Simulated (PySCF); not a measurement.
Coordinates of C₃H₈OSSi, SMILES CC(=S)CO[SiH3] (Å):

```xyz
14

C     -2.0204    -0.0097     0.3949
C     -1.3190    -0.3033    -0.8767
S     -2.0975    -0.7201    -2.2383
C      0.1787    -0.2009    -0.8743
O      0.6763     0.1515     0.3730
Si     2.2168     0.3368     0.8533
H     -1.6611    -0.6854     1.1720
H     -3.0955    -0.1112     0.2779
H     -1.7713     1.0003     0.7228
H      0.5968    -1.1651    -1.1976
H      0.4806     0.5379    -1.6309
H      2.9756    -0.9000     0.6497
H      1.9645     0.6581     2.2469
H      2.8748     1.4107     0.1051
```

GIAO shifts, PBE0/pcSseg-1, PySCF, at a GFN2-xTB geometry (no frequency check), against CS₂ for ³³S and TMS for ¹³C computed at the same level. Gas phase, fully decoupled, line heights follow the number of nuclei, widths are arbitrary (no quadrupolar broadening); values of one conformer, averaged over methyl-type rotors and exact or near symmetry; other conformers aren't averaged in.

Question: Predict the ³³S spectrum.

Answer: 1 signal.


```csv
δ (ppm),nuclei,atoms
880.7,1,S3
```

Question: Which ¹³C signals does it give?

Answer: 3 signals.


```tsv
δ (ppm)	nuclei	atoms
278.6	1	C2
82.2	1	C4
43.6	1	C1
```

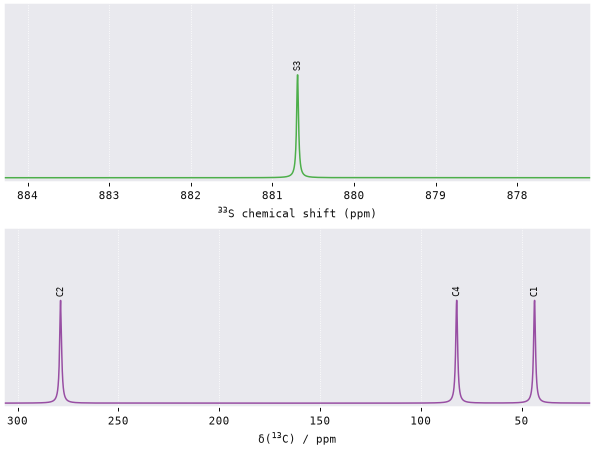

Note: the tight-binding geometry is rougher than a DFT one and adds to the error.
